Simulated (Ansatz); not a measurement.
# BH3 (borane): the energy, rung by rung

BH3 has 4 atoms, charge 0, and is taken as a singlet. SMILES: `B`. The coordinates come from a PBE0-D4/def2-TZVP relaxation.

```xyz
4

B     0.0139   -0.0151   -0.0051
H     0.9822    0.3817    0.5688
H    -0.2762   -1.1718    0.0430
H    -0.6644    0.7449   -0.6269
```

Each level gives the energy change with the B1–H2 bond stretched from 1.193 to 2.387 Å (eV). The values are calculated.

```json
{"level": "SVWN5/6-31G* (spherical functions) (restricted)", "kind": "LDA", "program": "Ansatz", "value (eV)": "3.72", "less FCI/6-31G*": "+0.21", "CPU time (all runs)": "0.78 s"}
{"level": "BLYP/6-31G* (spherical functions) (restricted)", "kind": "GGA", "program": "Ansatz", "value (eV)": "3.67", "less FCI/6-31G*": "+0.16", "CPU time (all runs)": "1.1 s"}
{"level": "r2SCAN/6-31G* (spherical functions) (restricted)", "kind": "meta-GGA", "program": "Ansatz", "value (eV)": "3.91", "less FCI/6-31G*": "+0.40", "CPU time (all runs)": "2.5 s"}
{"level": "B3LYP/6-31G* (spherical functions) (restricted)", "kind": "global hybrid", "program": "Ansatz", "value (eV)": "3.94", "less FCI/6-31G*": "+0.43", "CPU time (all runs)": "1.4 s"}
{"level": "HSE06/6-31G* (spherical functions) (restricted)", "kind": "range-separated hybrid", "program": "Ansatz", "value (eV)": "4.00", "less FCI/6-31G*": "+0.49", "CPU time (all runs)": "1.4 s"}
{"level": "B2PLYP/6-31G* (spherical functions) (restricted)", "kind": "double hybrid", "program": "Ansatz", "value (eV)": "4.03", "less FCI/6-31G*": "+0.52", "CPU time (all runs)": "1.5 s"}
{"level": "CCSD(T)/6-31G* (spherical functions) (restricted)", "kind": "coupled cluster or CI", "program": "Ansatz", "value (eV)": "3.52", "less FCI/6-31G*": "+0.01", "CPU time (all runs)": "0.33 s"}
{"level": "CCSDT(Q)/6-31G* (spherical functions) (restricted)", "kind": "coupled cluster or CI", "program": "Ansatz", "value (eV)": "3.51", "less FCI/6-31G*": "0.00", "CPU time (all runs)": "0.78 s"}
{"level": "FCI/3-21G", "kind": "exact in the basis", "program": "Ansatz", "value (eV)": "3.33", "less FCI/6-31G*": "-0.18", "CPU time (all runs)": "0.94 s"}
{"level": "FCI/6-31G* (spherical functions)", "kind": "exact in the basis", "program": "Ansatz", "value (eV)": "3.51", "less FCI/6-31G*": "0.00", "CPU time (all runs)": "5.7 s"}
```

FCI/6-31G* (spherical functions) is exact within its basis and frozen core, so for wave-function methods in that basis the difference is their error; functionals converge differently with the basis, so for them it is only a difference. The first shape isn't each level's own minimum. The values span 3.33 to 4.03 eV. High-level rows in very small sets aren't better than simpler rows in larger ones. Times are those of the runs behind each value, whatever else they computed, on shared processors of several kinds: orders of magnitude only.

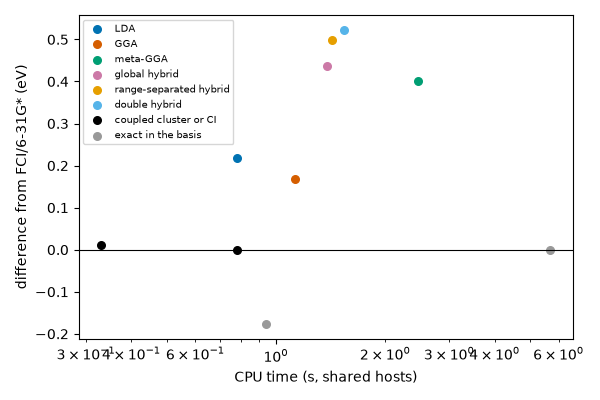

Difference from FCI/6-31G* against processor time, one point a level.
